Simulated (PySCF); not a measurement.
**CH4AlBrO (SMILES C[O][AlH][Br]): levels of theory compared**

Wanted: a comparison of 5 runs (HF/3-21G, HF/def2-SVP, B3LYP/6-31G*, PBE0/def2-SVP, wB97X/def2-SVPD) of CH4AlBrO. Input form: a Python script.

Program for the calculation: PySCF 2.14.0.

## (1) The molecule

The species is CH4AlBrO (8 atoms), meant as a singlet with charge 0. SMILES: `C[O][AlH][Br]`. The coordinates come from a PBE0-D4/def2-TZVP relaxation. This is one conformer, not always the lowest.

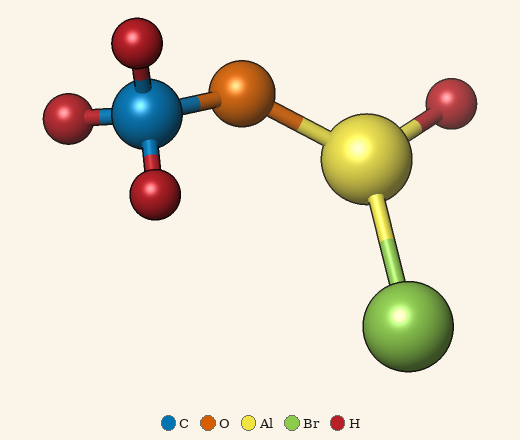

Viewed from a chosen angle; carbon blue, oxygen orange, aluminium yellow, bromine green, hydrogen red.

## (2) Energy and gradient at HF/3-21G (run 1)

File run.py:

```python
import pyscf.grad
from pyscf import gto

mol = gto.M(
    atom='''
C   -0.838000   0.779700   0.579000
O    0.368000   0.069400   0.585200
Al   1.198300  -0.931700  -0.465700
Br   0.293600  -1.375800  -2.484700
H   -1.478500   0.431000   1.394800
H   -0.641600   1.845000   0.733000
H   -1.384700   0.662100  -0.363300
H    2.575000  -1.536800  -0.034000
''',
    verbose=4,
    max_memory=1860,
    spin=0,
    basis='3-21g',
    charge=0,
)

mf = mol.RHF()
mf.conv_tol = 1e-10
mf.kernel()
if not mf.converged:
    mf = mf.newton().run(mf.mo_coeff, mf.mo_occ)

etot = mf.e_tot
print('E = %.10f Eh' % etot)
grad = mf.Gradients().kernel()
mf.analyze()
```

Started as:

```
OMP_NUM_THREADS=1 python run.py
```

What it wrote:

```text
PySCF version 2.14.0

[... 84 lines left out ...]
MO #1   energy= -486.757978285658  occ= 2
[... 11 lines left out ...]
MO #13  energy= -4.91880541429524  occ= 2
[... 11 lines left out ...]
MO #25  energy= -0.659503384828688 occ= 2
[... 11 lines left out ...]
MO #37  energy= 0.221976218152127  occ= 0
[... 11 lines left out ...]
MO #49  energy= 0.971700922413171  occ= 0
[... 11 lines left out ...]
MO #61  energy= 3.31009360527198   occ= 0
[... 72 lines left out ...]
Dipole moment(X, Y, Z, Debye): -0.39045,  0.82055,  1.21565
```

Wall time 3.9 s (1 thread of Intel Xeon at 2.70GHz, shared host); peak memory 0.13 GiB.

## (3) Energy and forces at HF/def2-SVP (run 2)

File run.py:

```python
from pyscf import gto, scf

mol = gto.M(
    atom=[
    ('C', (-0.838000, 0.779700, 0.579000)),
    ('O', (0.368000, 0.069400, 0.585200)),
    ('Al', (1.198300, -0.931700, -0.465700)),
    ('Br', (0.293600, -1.375800, -2.484700)),
    ('H', (-1.478500, 0.431000, 1.394800)),
    ('H', (-0.641600, 1.845000, 0.733000)),
    ('H', (-1.384700, 0.662100, -0.363300)),
    ('H', (2.575000, -1.536800, -0.034000)),
],
    spin=0,
    max_memory=1860,
    verbose=4,
    basis='def2-svp',
    charge=0,
)

mf = scf.RHF(mol)
mf.conv_tol = 1e-10
mf.kernel()
if not mf.converged:
    mf = mf.newton().run(mf.mo_coeff, mf.mo_occ)

e_final = mf.e_tot
print(f'total energy: {e_final:.8f} hartree')
grad = mf.nuc_grad_method().kernel()
dip = mf.dip_moment()
pop, q = mf.mulliken_pop()
```

Started as:

```
OMP_NUM_THREADS=1 python run.py
```

What it wrote:

```text
PySCF version 2.14.0

[... 64 lines left out ...]
converged SCF energy = -2929.02844136664
total energy: -2929.02844137 hartree
[... 11 lines left out ...]
Dipole moment(X, Y, Z, Debye): -0.48505,  0.65392,  0.75740
[... 107 lines left out ...]
charge of    7H =     -0.22025
```

Run time: 15 s. Hardware: 1 thread of Intel Xeon at 2.70GHz, shared host; peak memory 0.21 GiB.

Runs 3 to 4 aren't shown in full; the table further down has their settings and results.

## (4) Energy and forces at wB97X/def2-SVPD (run 5)

File input.xyz:

```xyz
8

C     -0.838000     0.779700     0.579000
O      0.368000     0.069400     0.585200
Al     1.198300    -0.931700    -0.465700
Br     0.293600    -1.375800    -2.484700
H     -1.478500     0.431000     1.394800
H     -0.641600     1.845000     0.733000
H     -1.384700     0.662100    -0.363300
H      2.575000    -1.536800    -0.034000
```

File input.py:

```python
from pyscf import gto, dft

system = gto.Mole()
system.atom = 'input.xyz'
system.basis = 'def2-svpd'
system.spin = 0
system.verbose = 4
system.max_memory = 1860
system.build()

mf = dft.RKS(system, xc='wb97x')
mf.grids.level = 5
mf.conv_tol = 1e-10
mf.kernel()
if not mf.converged:
    mf = mf.newton().run(mf.mo_coeff, mf.mo_occ)

e_tot = mf.e_tot
print(f'total energy: {e_tot:.8f} hartree')
grad = mf.nuc_grad_method().kernel()
mf.analyze()
```

Started as:

```
OMP_NUM_THREADS=1 python input.py
```

What it wrote:

```text
PySCF version 2.14.0

[... 114 lines left out ...]
MO #15  energy= -2.83453349667356  occ= 2
[... 24 lines left out ...]
MO #40  energy= 0.122762321758808  occ= 0
[... 24 lines left out ...]
MO #65  energy= 0.420678474492579  occ= 0
[... 24 lines left out ...]
MO #90  energy= 0.827973495283854  occ= 0
[... 24 lines left out ...]
MO #115 energy= 1.843546599572     occ= 0
[... 24 lines left out ...]
MO #140 energy= 3.85288603332271   occ= 0
[... 151 lines left out ...]
Dipole moment(X, Y, Z, Debye): -0.37918,  0.58267,  0.74073
```

Run time: 2.7 min. Hardware: 1 thread of Intel Xeon at 2.70GHz, shared host; peak memory 1.6 GiB.

## (5) The series

```
run                               level  integration grid   energy (Eh)  dipole moment (D)  HOMO energy (eV)  LUMO energy (eV)  wall time
  1                            HF/3-21G                 –  -2915.168105               1.52            -11.18              1.90      3.9 s
  2                         HF/def2-SVP                 –  -2929.028441               1.11            -11.42              2.07       15 s
  3  B3LYP/6-31G* (spherical functions)                 5  -2932.145195               1.31             -8.01             -0.96       64 s
  4                       PBE0/def2-SVP                 5  -2931.404744               1.14             -8.31             -0.73       58 s
  5                     wB97X/def2-SVPD                 5  -2931.956035               1.02            -10.90              1.03    2.7 min
```

## (6) Outcome

| quantity | value |
| --- | --- |
| run 5: total energy | -2931.95604 Eh |
| run 5: dipole moment | 1.02 D |
| run 5: HOMO energy | -10.90 eV |
| run 5: LUMO energy | 1.03 eV |
| run 5: HOMO–LUMO gap | 11.93 eV |
| run 5: largest force on an atom | 0.698 eV/Å |

What this shows: The dipole moment (its size) runs from 1.02 D (wB97X/def2-SVPD) to 1.52 D (HF/3-21G). The two ends differ in method and basis. The HOMO–LUMO gap runs from 7.05 eV (B3LYP/6-31G*) to 13.49 eV (HF/def2-SVP). Totals of different functionals can't be ranked against each other. All runs together took 5 min, the longest 2.7 min.
